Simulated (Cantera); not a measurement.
A closed system holds: 1 mol Si3N4, 0.2 mol N2O, 3.8 mol H2, 0.23 mol CO2, at 1330 Pa.

Equilibrium computed with Cantera from the NASA thermochemical tables; the gas is ideal and each condensed phase is pure. Candidate condensed phases: C, C6H6, C7H8, C8H18, H2O, Si, SiC, SiO2, Si2N2O, Si3N4; 151 gas species. Mutual solubility and eutectic melting of coexisting phases are not modelled. The tables' values for SiN are old estimates; treat these amounts as uncertain. Gases not in the tables: Si2H6 and higher silanes. Kinetics and transport are ignored.

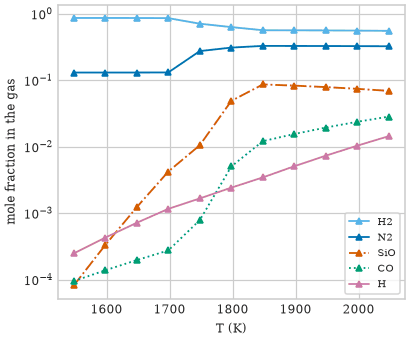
Equilibrium gas composition (values under 1e-9 drawn at 1e-9)

From 1548 K to 1698 K the condensed part is SiC(s) + Si2N2O(s) + Si3N4(s). At 1748 K the condensed part is Si(l) + SiC(s) + Si2N2O(s) + Si3N4(s). At 1798 K the condensed part is Si(l) + SiC(s) + Si2N2O(s). From 1848 K to 2048 K the condensed part is Si(l) + SiC(s). The main Si-bearing gas is SiO throughout.
